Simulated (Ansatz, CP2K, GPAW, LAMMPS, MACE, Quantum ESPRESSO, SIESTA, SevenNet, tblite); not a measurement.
# CP2K runs on liquid 68TiO2-32SiO2 (mol %) at 3000 K (93 atoms), part 2 of 2

How do the settings of CP2K change the result for liquid 68TiO2-32SiO2 (mol %) at 3000 K (93 atoms)? A plane-wave run serves as the yardstick.

Program: CP2K 2026.2; the method stands at each step. Banners, paths, timers and routine set-up lines are dropped from the logs unmarked, and long logs keep their key lines alone; longer cuts are marked.

So far. Step 2 (PBE, DZVP-MOLOPT-SR, 800/50 Ry, diagonalisation): Forces lie 2.6 % from the reference's, at 4.3 times its CPU time (on 4 against 8 cores). Step 3 (PBE, SZV-MOLOPT-SR, 800/50 Ry, diagonalisation): Against the first run (2.6 %), the force difference from the reference is 45 %, at 0.57 times the CPU time (on 2 against 4 cores), with 498 basis functions against 1482: the smaller basis costs accuracy.

### 4. revPBE, PBE potentials, DZVP-MOLOPT-SR, 800/50 Ry, diagonalisation

Method: Kohn-Sham DFT, revPBE, GTH-PBE pseudopotentials, Gaussian and plane waves, DZVP-MOLOPT-SR-GTH, diagonalisation.

input.inp

```
&GLOBAL
  PROJECT cell
  RUN_TYPE ENERGY_FORCE
  PRINT_LEVEL LOW
&END GLOBAL
&FORCE_EVAL
  METHOD QS
  STRESS_TENSOR ANALYTICAL
  &DFT
    BASIS_SET_FILE_NAME BASIS_MOLOPT
    POTENTIAL_FILE_NAME GTH_POTENTIALS
    &MGRID
      CUTOFF 800
      REL_CUTOFF 50
      NGRIDS 5
    &END MGRID
    &QS
      EPS_DEFAULT 1.0E-12
    &END QS
    &SCF
      SCF_GUESS ATOMIC
      EPS_SCF 1.0E-06
      MAX_SCF 200
      ADDED_MOS 14
      &DIAGONALIZATION
        ALGORITHM STANDARD
      &END DIAGONALIZATION
      &SMEAR ON
        METHOD FERMI_DIRAC
        ELECTRONIC_TEMPERATURE [K] 580
      &END SMEAR
      &MIXING
        METHOD BROYDEN_MIXING
        ALPHA 0.3
        NBROYDEN 8
      &END MIXING
      &PRINT
        &RESTART OFF
        &END RESTART
      &END PRINT
    &END SCF
    &XC
      &XC_FUNCTIONAL
        &PBE
          PARAMETRIZATION REVPBE
        &END PBE
      &END XC_FUNCTIONAL
    &END XC
    &PRINT
      &MULLIKEN ON
      &END MULLIKEN
      &LOWDIN ON
      &END LOWDIN
      &MO ON
        EIGENVALUES T
        OCCUPATION_NUMBERS T
        MO_INDEX_RANGE 321 344
        &EACH
          QS_SCF 0
        &END EACH
        ADD_LAST NUMERIC
      &END MO
    &END PRINT
  &END DFT
  &SUBSYS
    &CELL
      A 11.64156 0.00000 0.00000
      B 0.00000 11.64156 0.00000
      C 0.00000 0.00000 11.64156
    &END CELL
    &COORD
      SCALED
[... 93 atom lines left out: the same atoms as in the first run ...]
    &END COORD
    &KIND Ti
      BASIS_SET DZVP-MOLOPT-SR-GTH-q12
      POTENTIAL GTH-PBE-q12
    &END KIND
    &KIND Si
      BASIS_SET DZVP-MOLOPT-SR-GTH-q4
      POTENTIAL GTH-PBE-q4
    &END KIND
    &KIND O
      BASIS_SET DZVP-MOLOPT-SR-GTH-q6
      POTENTIAL GTH-PBE-q6
    &END KIND
  &END SUBSYS
  &PRINT
    &FORCES ON
    &END FORCES
    &STRESS_TENSOR ON
    &END STRESS_TENSOR
  &END PRINT
&END FORCE_EVAL
```

Run with:

```sh
> OMP_NUM_THREADS=1 mpirun -np 4 cp2k.psmp -i input.inp > output.txt
```

Numbers of over 12 decimals in the logs are rounded to 6 here.

What it wrote:

```text
CP2K| version string:                                       CP2K version 2026.2
 CP2K| Input file name                                                 input.inp
 GLOBAL| Basis set file name                                        BASIS_MOLOPT
 GLOBAL| Potential file name                                      GTH_POTENTIALS
 GLOBAL| Run type                                                   ENERGY_FORCE
 GLOBAL| Total number of message passing processes                             4
 GLOBAL| Number of threads for this process                                    1
 TOTAL NUMBERS AND MAXIMUM NUMBERS
  Total number of            - Atomic kinds:                                   3
                             - Atoms:                                         93
[... lines left out ...]
                        Smear method:                                FERMI_DIRAC
[... lines left out ...]
 Number of electrons:                                                        664
[... lines left out ...]
  Step     Update method      Time    Convergence         Total energy    Change
[... lines left out ...]
  *** SCF run converged in    26 steps ***
[... lines left out ...]
  Fermi energy:                                                 0.096465
  Total energy:                                             -2260.724499
  Total energy (extrapolated to T->0):                      -2260.724448
[... lines left out ...]
 MO| E(Fermi):            0.096465 a.u.          2.624951 eV
[... lines left out ...]
       1     Ti       1         10.812124                              1.187876
       2     Ti       1         10.723545                              1.276455
       3     Ti       1         10.715303                              1.284697
[...]
# Total charge                            664.000000                  0.000000
 !-----------------------------------------------------------------------------!
 LOWDIN POPULATION ANALYSIS
 #  Atom  Element  Kind  Atomic population                           Net charge
[...]
92     O        3          6.449772                             -0.449772
      93     O        3          6.455767                             -0.455767
 # Total charge                            664.000000                  0.000000
 ENERGY| Total FORCE_EVAL ( QS ) energy [hartree]          -2260.724484
 FORCES| Atomic forces [hartree/bohr]
 FORCES|   Atom     x               y               z               |f|
 FORCES|      1 -1.66126038E-02 -8.21285511E-02  2.18465635E-01   2.33983570E-01
 FORCES|      2  1.63810289E-02  8.13616097E-03 -4.47421038E-02   4.83362294E-02
 FORCES|      3  7.87617431E-02 -3.55785216E-02 -3.97456147E-02   9.51260073E-02
[...]
FORCES|     92  2.90044727E-02 -4.52918546E-02  5.66160220E-03   5.40801745E-02
 FORCES|     93  5.24283480E-02  6.86627758E-02  2.20783079E-01   2.37083269E-01
 FORCES| Sum    -3.03568364E-03 -1.07263437E-03 -3.66339346E-03
 FORCES| Total atomic force                                       4.87712736E-03
 STRESS| Analytical stress tensor [bar]
 STRESS|                        x                   y                   z
 STRESS|      x        7.18629372084E+04   2.79720006606E+04   1.25047482891E+04
 STRESS|      y        2.79720006606E+04   2.49773748997E+04   1.86929833448E+03
 STRESS|      z        1.25047482891E+04   1.86929833448E+03   1.08030875615E+05
 STRESS| 1/3 Trace                                             6.82903959077E+04
```

It took 2.4 min on 4 MPI ranks of Arm Neoverse V2, shared host; peak memory 7.1 GiB; 9.7 min of CPU time.

Numbers from this run, and their distance from the reference:

* r.m.s. force component: 2.892 eV/Å
* r.m.s. difference of force components: 107 meV/Å
* longest difference of force vectors: 455.7 meV/Å
* force difference over r.m.s. force: 3.72 %
* slope of forces against the reference's: 1.004
* correlation of force components: 0.9993
* gap (highest filled to lowest empty level): 0.6258 eV
* gap difference: -0.0783 eV
* pressure: 6.829 GPa
* pressure difference: 1.403 GPa

Against the first run (2.6 %), the force difference from the reference is 3.7 %, at 0.95 times the CPU time; the model has changed, so this is no error of the program alone.

### 5. PBE, DZVP-MOLOPT-SR, 400/50 Ry, diagonalisation

Method: Kohn-Sham DFT, PBE, GTH-PBE pseudopotentials, Gaussian and plane waves, DZVP-MOLOPT-SR-GTH, diagonalisation.

Edit input.inp of step 4 so:

```diff
@@ -12,5 +12,4 @@
     &MGRID
-      CUTOFF 800
+      CUTOFF 400
       REL_CUTOFF 50
-      NGRIDS 5
     &END MGRID
@@ -42,6 +41,3 @@
     &XC
-      &XC_FUNCTIONAL
-        &PBE
-          PARAMETRIZATION REVPBE
-        &END PBE
+      &XC_FUNCTIONAL PBE
       &END XC_FUNCTIONAL
```

What it wrote:

```text
CP2K| version string:                                       CP2K version 2026.2
 CP2K| Input file name                                                 input.inp
 GLOBAL| Basis set file name                                        BASIS_MOLOPT
 GLOBAL| Potential file name                                      GTH_POTENTIALS
 GLOBAL| Run type                                                   ENERGY_FORCE
 GLOBAL| Total number of message passing processes                             4
 GLOBAL| Number of threads for this process                                    1
[... lines left out ...]
                        Smear method:                                FERMI_DIRAC
[... lines left out ...]
 Number of electrons:                                                        664
[... lines left out ...]
  Step     Update method      Time    Convergence         Total energy    Change
[... lines left out ...]
  *** SCF run converged in    27 steps ***
[... lines left out ...]
  Fermi energy:                                                 0.092367
  Total energy:                                             -2259.451857
  Total energy (extrapolated to T->0):                      -2259.451813
[... lines left out ...]
 MO| E(Fermi):            0.092367 a.u.          2.513432 eV
[... lines left out ...]
      92     O        3          6.437356                             -0.437356
      93     O        3          6.447753                             -0.447753
 # Total charge                            664.000000                  0.000000
 ENERGY| Total FORCE_EVAL ( QS ) energy [hartree]          -2259.451851
 FORCES| Atomic forces [hartree/bohr]
 FORCES|   Atom     x               y               z               |f|
 FORCES|      1 -1.63257053E-02 -8.29793017E-02  2.19668270E-01   2.35385306E-01
 FORCES|      2  1.57883554E-02  6.93352697E-03 -4.45447487E-02   4.77658937E-02
 FORCES|      3  7.91088501E-02 -3.65784783E-02 -3.93659372E-02   9.56340538E-02
[...]
FORCES|     92  2.71650491E-02 -4.22025909E-02  6.99817052E-03   5.06751710E-02
 FORCES|     93  5.25150074E-02  7.10620745E-02  2.18774784E-01   2.35945016E-01
 FORCES| Sum     1.47810091E-03 -2.93251989E-02  2.52004992E-02
 FORCES| Total atomic force                                       3.86938914E-02
 STRESS| Analytical stress tensor [bar]
 STRESS|                        x                   y                   z
 STRESS|      x        5.90666987929E+04   2.80592523995E+04   1.26084276810E+04
 STRESS|      y        2.80592523995E+04   1.18321257745E+04   1.96140677248E+03
 STRESS|      z        1.26084276810E+04   1.96140677248E+03   9.54024838191E+04
 STRESS| 1/3 Trace                                             5.54337694621E+04
```

It took 1.9 min on 4 MPI ranks; peak memory 3.5 GiB.

Compared with the plane-wave run:

| Property | Result |
| --- | --- |
| r.m.s. force component | 2.894 eV/Å |
| r.m.s. difference of force components | 115 meV/Å |
| longest difference of force vectors | 400.9 meV/Å |
| force difference over r.m.s. force | 3.998 % |
| slope of forces against the reference's | 1.005 |
| correlation of force components | 0.9992 |
| gap (highest filled to lowest empty level) | 0.644 eV |
| gap difference | -0.0601 eV |
| pressure | 5.543 GPa |
| pressure difference | 0.1177 GPa |
| energy less the same-level run's | -1.054 meV/atom |
| r.m.s. force difference from the same-level run | 91.44 meV/Å |

This is a coarse setting, run to see what it loses.

Against the first run (2.6 %), the force difference from the reference is 4.0 %, at 0.76 times the CPU time: the grid matters here.

The forces add up to 2.0 eV/Å instead of zero, usually a sign of too coarse a grid.

### 6. The ladder

Differences are against the plane-wave reference, forces as r.m.s. over components; share is that over the reference's r.m.s. force, slope the least-squares factor from reference forces to these. Total energies of different programs have different zeros and aren't compared.

| run | Δ force, r.m.s. (meV/Å) | share (%) | slope | Δ pressure (GPa) | Δ gap (eV) | cores | CPU time | memory (GiB) |
| --- | --- | --- | --- | --- | --- | --- | --- | --- |
| reference | - | - | - | - | - | 8 | 2.4 min | 2.2 |
| CP2K PBE, DZVP-MOLOPT-SR, 800/50 Ry, diagonalisation | 74.0 | 2.57 | 1.005 | 0.0846 | -0.0601 | 4 | 10 min | 7.1 |
| CP2K PBE, SZV-MOLOPT-SR, 800/50 Ry, diagonalisation (coarse) | 1298 | 45.1 | 1.212 | 8.29 | -0.137 | 2 | 5.8 min | 5.4 |
| CP2K revPBE, PBE potentials, DZVP-MOLOPT-SR, 800/50 Ry, diagonalisation | 107 | 3.72 | 1.004 | 1.40 | -0.0783 | 4 | 9.7 min | 7.1 |
| CP2K PBE, DZVP-MOLOPT-SR, 400/50 Ry, diagonalisation (coarse) | 115 | 4.00 | 1.005 | 0.118 | -0.0601 | 4 | 7.8 min | 3.5 |

Rows marked coarse were listed beforehand as settings not expected to be converged; some can still land near the reference.

CPU time is summed over cores on a shared host, where runs went side by side, so it is rough. Symmetry, cutoffs, thresholds, outputs and thread counts weren't matched or tuned between programs; memory under MPI is the largest rank's times the ranks.

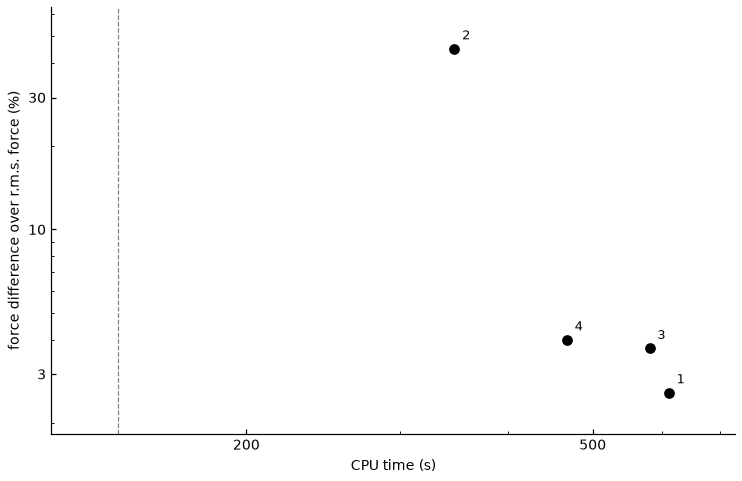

Force difference against CPU time; the dashed line marks the reference's time. Points: 1 CP2K PBE, DZVP-MOLOPT-SR, 800/50 Ry, diagonalisation; 2 CP2K PBE, SZV-MOLOPT-SR, 800/50 Ry, diagonalisation; 3 CP2K revPBE, PBE potentials, DZVP-MOLOPT-SR, 800/50 Ry, diagonalisation; 4 CP2K PBE, DZVP-MOLOPT-SR, 400/50 Ry, diagonalisation.

Mean charges by element (e), by run and scheme:

| run | scheme | Ti | Si | O |
| --- | --- | --- | --- | --- |
| reference | Löwdin | +1.34 | +1.71 | -0.66 |
| CP2K PBE, DZVP-MOLOPT-SR, 800/50 Ry, diagonalisation | Mulliken | +1.13 | +0.82 | -0.52 |
| CP2K revPBE, PBE potentials, DZVP-MOLOPT-SR, 800/50 Ry, diagonalisation | Mulliken | +1.19 | +0.83 | -0.54 |

The reference's Löwdin charges lack the electrons that the projection spills, 0.045 e an atom on average.

Within one program, basis, potentials and functional, energies share a zero. Each run against its twin at the usual cutoff or grid and solver:

| run | twin | Δ energy (meV/atom) | Δ force, r.m.s. (meV/Å) | CPU time over the twin's |
| --- | --- | --- | --- | --- |
| CP2K PBE, DZVP-MOLOPT-SR, 400/50 Ry, diagonalisation | DZVP-MOLOPT-SR, 800/50 Ry, diagonalisation | -1.05 | 91.4 | 0.76 |

Further runs of this program without a result: CP2K GFN1-xTB, diagonalisation (not converged); CP2K PBE, DZVP-MOLOPT-SR, 800/50 Ry, SIGN filter 1e-06, SCF 1e-06 (cut off at its time limit).

### 7. What came out

```
nearest in forces : CP2K PBE, DZVP-MOLOPT-SR, 800/50 Ry, diagonalisation, 2.6 %
its CPU time      : 10 min
```

In words: The PBE run in local orbitals, coarse settings apart, differs by 2.6 % (CP2K PBE, DZVP-MOLOPT-SR, 800/50 Ry, diagonalisation); basis, grid and potentials can all enter. Rows with another functional or a dispersion term differ by 3.7 % (CP2K revPBE, PBE potentials, DZVP-MOLOPT-SR, 800/50 Ry, diagonalisation), which mixes the change of model with differences of basis and potentials, some of them made for another functional. Runs with settings chosen to be coarse differ by 4.0 % (CP2K PBE, DZVP-MOLOPT-SR, 400/50 Ry, diagonalisation) to 45 % (CP2K PBE, SZV-MOLOPT-SR, 800/50 Ry, diagonalisation), their programs' other errors included. None of the electronic-structure runs in the table takes under half the reference's CPU time of 2.4 min; they take 2.4 to 4.3 times as much. At the same functional, gaps differ from the reference's 0.704 eV by between -0.14 and -0.06 eV. In pressure, CP2K PBE, SZV-MOLOPT-SR, 800/50 Ry, diagonalisation misses by +8.3 GPa, at the same functional. Charges hang on scheme and program or settings: among these rows the mean for Si runs from +0.82 to +1.71 e. The frame stands for 3000 K, but pressures are static and levels are smeared at 580 K. The network of bonds at the start is that of the classical potential that made the cell, and needn't be the one that DFT or experiment would give. The reference's stress is far from hydrostatic: its diagonal is 5.8, 1.1, 9.4 GPa, compression counted positive. The runs have no spin polarisation, so moments on Ti can't form, and no Hubbard term. The electronic-structure runs sample only Γ, in a cell whose shortest periodic width is 12 Å.

[Also dropped from logs without a mark: logging warnings of Python, and SIESTA's first energy breakdown and zero terms.]

[Logs are printed without paths, hosts, clocks, repeated set-up lines and the standing remarks that a program may print on its own settings, such as how far it seeks lower states.]

[Hosts, paths, dates, database ids (printed as entryN), source tags and the programs' standing remarks are cut or masked in the printed files.]
